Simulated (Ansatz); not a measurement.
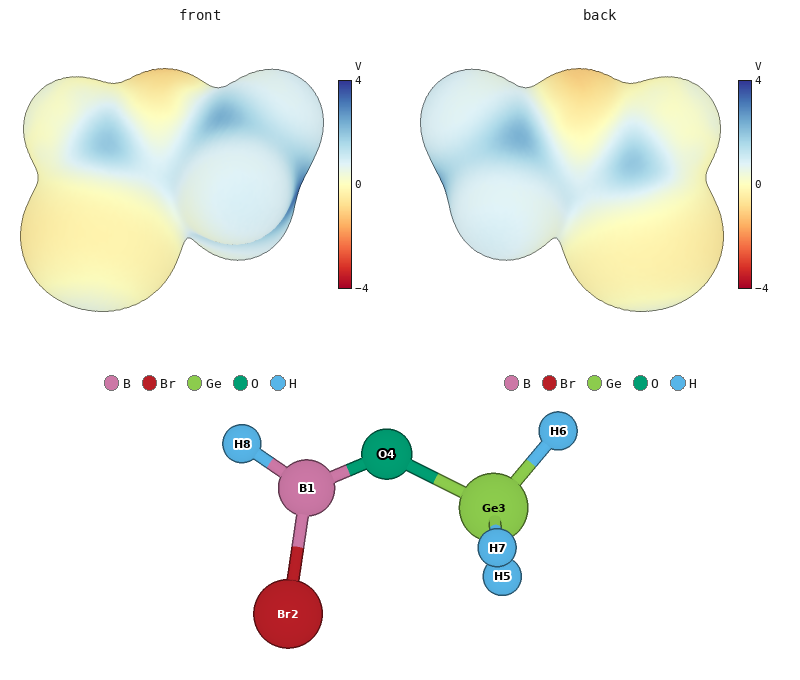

Figure. BBrGeH$_{4}$O (SMILES [GeH3][O]BBr). The molecular electrostatic potential painted on the density surface at 0.004 e/bohr³, seen from the front and from behind; red is negative and blue positive. The bare structure is drawn below in the same view.

Geometry: B3LYP-D3(BJ)/def2-SVP.

Computed with Ansatz, isolated molecule in a Gaussian basis; Kohn-Sham density functional theory, functional PBE0.

The calculation's input:

```
crystal:
  periodic: [false, false, false]
  atoms:
    - symbol: B
      position_ang: [-0.049197, -1.670987, 1.193426]
    - symbol: Br
      position_ang: [-1.009686, -3.128209, 0.294549]
    - symbol: Ge
      position_ang: [0.808989, -0.567353, -1.308843]
    - symbol: O
      position_ang: [0.608651, -0.751673, 0.499216]
    - symbol: H
      position_ang: [-0.587710, -0.376091, -1.915785]
    - symbol: H
      position_ang: [1.676699, 0.692923, -1.423331]
    - symbol: H
      position_ang: [1.523668, -1.821976, -1.829308]
    - symbol: H
      position_ang: [-0.088965, -1.656873, 2.394890]
basis:
  gaussian:
    orbitals: def2-TZVPD
output: {forces: true, orbitals: {seedname: orbitals}}
hamiltonian:
  xc: {name: PBE0}
```

Run with:

```sh
ansatz run input.yaml --threads 2 --pin off --max-ram 4350MiB --events-out events.jsonl --progress --plain --runs-dir runs
```

**Describe the electrostatic potential map.**

The most negative region (about −1.0 V) lies over O4, the most positive (about +2.9 V) over Ge3. Br2 shows a σ-hole: about +0.5 V at the tip opposite its bond, against about −0.3 V on its flanks. O4 is the likeliest acceptor of a hydrogen bond.
